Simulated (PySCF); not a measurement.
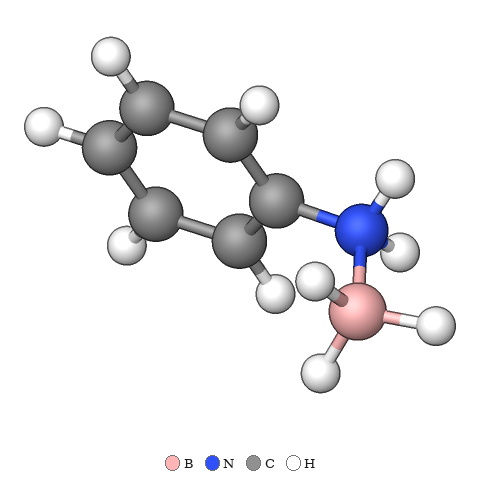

Geometry used (C₆H₁₀BN, SMILES [BH3-][NH2+]c1ccccc1).

Simulated rotational absorption lines between 2 and 8 GHz at 1.5 K: rigid rotor with the equilibrium constants and dipole of one optimised conformer (PBE0-D3(BJ)/def2-SVP, PySCF 2.14.0), commonest isotopes; no centrifugal distortion, hyperfine structure, internal rotation or nuclear-spin weights; lines within 1 MHz of each other are summed. Lines of different type are drawn apart.

Q: What are the rotational constants, and what kind of rotor is it?

A: Rotational constants A, B, C = 4.459, 1.479, 1.225 GHz; Ray's κ = −0.84, an asymmetric top on the prolate side.

Q: Assign the strongest lines, as J(Ka,Kc).

A:
| GHz | upper | lower | type | relative intensity |
| --- | --- | --- | --- | --- |
| 7.72 | 3(1,3) | 2(1,2) | a | 1.00 |
| 5.39 | 2(0,2) | 1(0,1) | a | 0.49 |
| 7.48 | 5(2,4) | 5(1,4) | c | 0.48 |
| 5.94 | 1(1,0) | 0(0,0) | c | 0.45 |
| 5.66 | 2(1,1) | 1(1,0) | a | 0.37 |
| 6.72 | 4(0,4) | 3(1,2) | c | 0.32 |

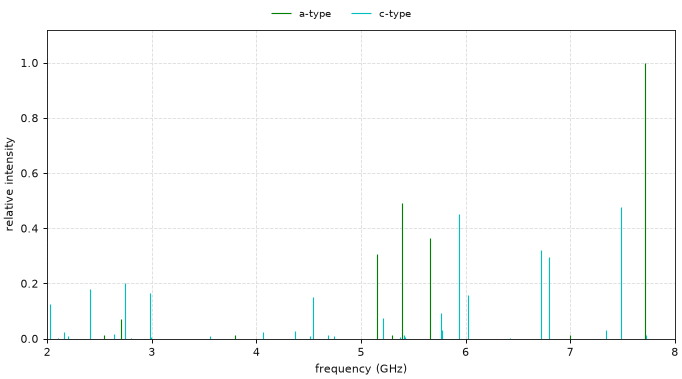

Caveats: coarse grid, loose stop and no frequency check, small forces are noise and the end may be a saddle.
